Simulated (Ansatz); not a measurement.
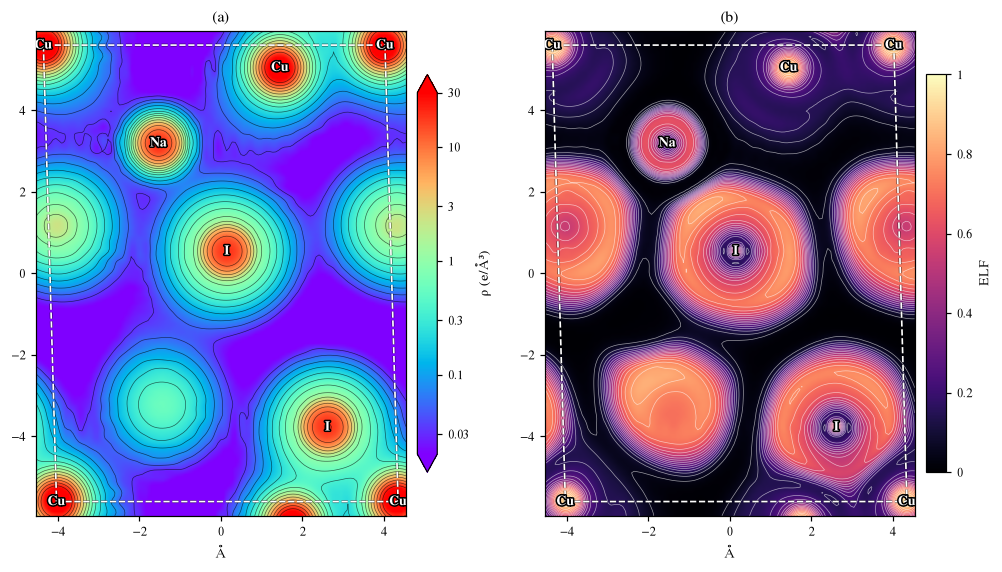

Figure. NaCuI2. (a) valence pseudo-density; (b) ELF on the (101) plane of the conventional cell.

Space group P1; a structure from a database of computed crystals, not necessarily the ambient phase; started from the CaCeN2-123 prototype, which need not be the ambient phase; changed on purpose from its base cell (shaken); computed without spin polarisation.

These are results of Ansatz 0.2.0, DFT, PBEsol, plane waves, PAW, not measurements.

```
CELL_PARAMETERS angstrom
-0.03971 -0.27670 -7.24533
-0.14413 8.37322 0.38007
8.45494 -0.13936 0.06433
ATOMIC_POSITIONS crystal
Na 0.17255 0.97678 0.95132
Cu 0.39390 0.21203 0.27682
I 0.56278 0.01307 0.11792
I 0.05847 0.25176 0.23996
Na 0.92460 0.47693 0.97906
Cu 0.33550 0.90171 0.31885
I 0.48929 0.52005 0.98677
I 0.02661 0.76249 0.23127
Na 0.82928 0.00572 0.46199
Cu 0.39258 0.37657 0.73053
I 0.43953 0.88197 0.60399
I 0.06931 0.24033 0.72525
Na 0.16860 0.53977 0.48349
Cu 0.58526 0.63473 0.71494
I 0.58423 0.38439 0.48420
I 0.93180 0.73168 0.72051
```

Q: What does the map show?

A: Atoms in the plane: Cu, I and Na. Atoms just off the plane (I, 0.7 Å away) can leave unmarked features too. Cu–I (2.51 Å): the density is about 0.48 e/Å³ at the midpoint; the ELF is about 0.50 at the midpoint. Na–I (3.14 Å): ρ is about 0.15 e/Å³ halfway, with its minimum of 0.07 e/Å³ about 1.2 Å from Na; the ELF peaks at about 0.85 in the valence shell of I, 1.3 Å from its nucleus, and falls to about 0 next to Na (an ionic contact with no shared pair). The density dies away to nearly zero in the voids. The features right at Cu and Na lie inside the PAW spheres, where the map follows smoothed inner orbitals and isn't to be read closely.
